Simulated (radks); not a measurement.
# Ru⁴⁺ in [Kr] 4d3 4f1: an all-electron calculation

Wanted: eigenvalues, radial structure and energy terms of the ruthenium ion Ru4+.

Program: radks (a radial shooting solver on a logarithmic mesh, Libxc functionals) version 1. Level of theory: Dirac Kohn-Sham, LDA (Slater exchange, Perdew-Zunger correlation), spin-unpolarised, spherical densities, finite nucleus; open shells are shared between the two j in proportion to 2j + 1. These are calculated values, not measurements, unless marked.

## 1. What is computed

| Quantity | Value |
| --- | --- |
| element | ruthenium (Z = 44) |
| charge | +4 |
| electrons | 40 |
| configuration | [Kr] 4d3 4f1 |
| nuclear rms radius | 4.4809 fm |

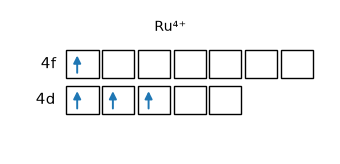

Outer shells as boxes.

## 2. Self-consistent calculation

The run's settings:

```text
Z 44
configuration [Kr] 4d3 4f1 5s0 5p0 5d0 5f0
relativity Dirac
functional lda,pz
spin unpolarised
j_filling average
nucleus finite rms 4.4809 fm
c 137.035999084
```

Q: Predict the outcome of this run.

The runs gave:

```
                        quantity                   value
                    total energy     -4521.98133 hartree
exchange-correlation share of it                  2.81 %
                            −T/E                  1.0404
          highest occupied level       4f7/2, -21.052 eV
    most extended occupied level  4f7/2, <r> = 2.62 bohr
 radius at density 0.001 e/bohr³               3.76 bohr
    maxima of the radial density                       4
```

The radial density shows 4 maxima for 4 occupied principal shells. −T/E is 1.040: with relativity the kinetic term as defined here no longer equals −E. This is not the tabulated ground configuration, so its levels and sizes aren't those of the ground state, and no measured value stands beside it.
